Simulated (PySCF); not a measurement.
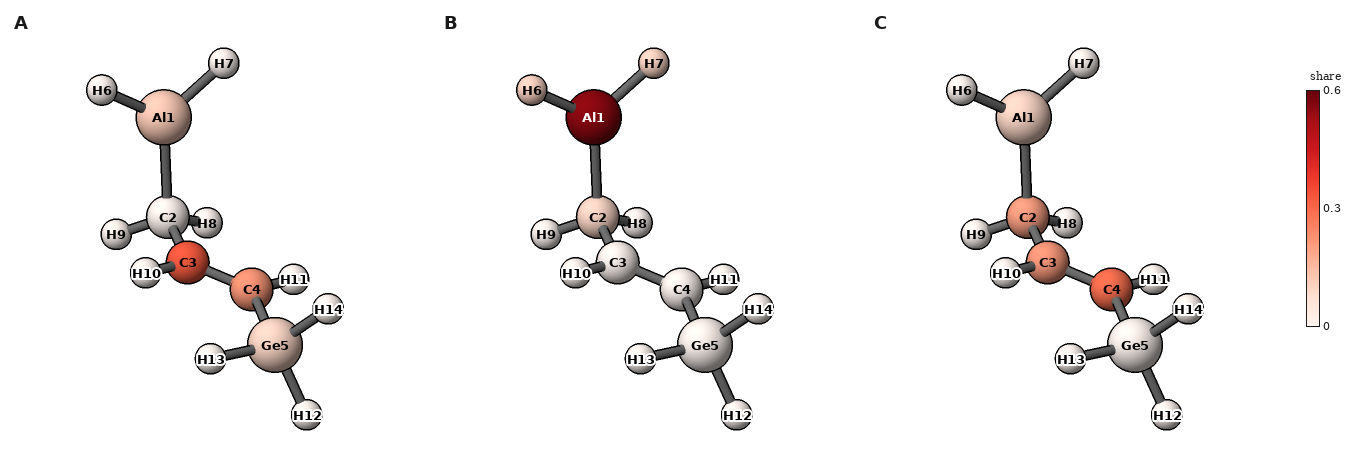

Each panel colours the atoms by their Löwdin share in one orbital (up to four of the largest shares; other atoms are shown as zero). Computed geometry: GFN2-xTB optimisation. No frequency run is at hand to confirm it as a minimum. Computed with PBE0/def2-SVPD (PySCF 2.14.0).

**The panels show the HOMO, LUMO, LUMO+1, in some order. Which is which?**

A: LUMO+1, −0.01 eV; C3 0.32, C4 0.21, Al1 0.11, Ge5 0.09
B: LUMO, −1.56 eV; Al1 0.55, H6 0.10, H7 0.09, C2 0.09
C: HOMO, −6.94 eV; C4 0.29, C3 0.21, C2 0.20, Al1 0.09

The geometry is semi-empirical. Around Al, Ge such bond lengths and angles can be off by a tenth of an ångström or more and by several degrees, and values that hang on the shape move with them.
